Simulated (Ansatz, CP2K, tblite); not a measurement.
## Random packing of Na49Sb51 (at. %) (59 atoms): runs against a plane-wave reference

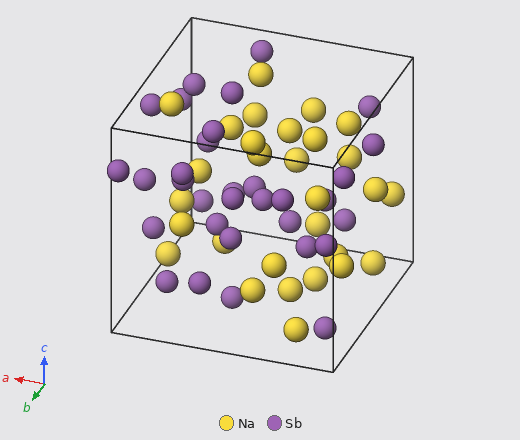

The cell (sodium yellow, antimony purple). Some periodic images of atoms are drawn too.

Density of this cell: 3.88 g/cm³. The cell holds 59 atoms: 29 Na and 30 Sb. Its edges and angles: a = 12.274 Å, b = 12.274 Å, c = 12.274 Å, α = 90.0°, β = 90.0°, γ = 90.0°. 59 atoms (29 Na, 30 Sb) packed at random in a cube at 3.88 g/cm³ and pushed apart as soft spheres; a start for melting by ab initio MD, not an equilibrated structure. Then every atom was moved at random, 0.03 Å r.m.s. a Cartesian component.

Geometry: as built.

The reference, a calculation:

```
method                 : Kohn-Sham DFT, PBE, PAW, plane waves (Ansatz 0.2.0); cutoff 420 eV, Γ point, fermi-dirac smearing of 0.05 eV; PAW set soft_2
r.m.s. force component : 0.7821 eV/Å
longest force          : 4.645 eV/Å
pressure               : 3.654 GPa
SCF cycles             : 10
time                   : 27 s on 4 threads of Arm Neoverse V2, shared host
CPU time               : 1.7 min
```

Runs, in no order:
A. CP2K PBE, DZVP-UZH, 420/60 Ry, diagonalisation: Kohn-Sham DFT, PBE, GTH-PBE pseudopotentials, Gaussian and plane waves, DZVP-MOLOPT (UZH set), diagonalisation
B. CP2K PBE, SZV-MOLOPT-SR, 1200/60 Ry, diagonalisation: Kohn-Sham DFT, PBE, GTH-PBE pseudopotentials, Gaussian and plane waves, SZV-MOLOPT-SR-GTH, diagonalisation
C. CP2K LDA, DZVP-MOLOPT-SR, 1200/60 Ry, diagonalisation: Kohn-Sham DFT, LDA, GTH-PADE pseudopotentials, Gaussian and plane waves, DZVP-MOLOPT-SR-GTH, diagonalisation

Q: Order them from the smallest to the largest r.m.s. force difference.

C, B, A.

| run | Δ force, r.m.s. (meV/Å) | share of r.m.s. force (%) | CPU time |
| --- | --- | --- | --- |
| C. CP2K LDA, DZVP-MOLOPT-SR, 1200/60 Ry, diagonalisation | 112 | 14.3 | 4.8 min |
| B. CP2K PBE, SZV-MOLOPT-SR, 1200/60 Ry, diagonalisation | 320 | 41.0 | 8.7 min |
| A. CP2K PBE, DZVP-UZH, 420/60 Ry, diagonalisation | 692 | 88.5 | 3.5 min |

The electron count is odd in these runs, and they have no spin polarisation, so the unpaired electron is spread evenly over both spins. The electron count is odd and the run has no spin polarisation, so levels at the top are partly filled by construction. The electronic-structure runs sample only Γ, in a cell whose shortest periodic width is 12 Å, which is coarse for a cell with partly filled levels.

[Logs are printed without paths, hosts, clocks, repeated set-up lines and the standing remarks that a program may print on its own settings, such as how far it seeks lower states.]

[Hosts, paths, dates, database ids (printed as entryN), source tags and the programs' standing remarks are cut or masked in the printed files.]
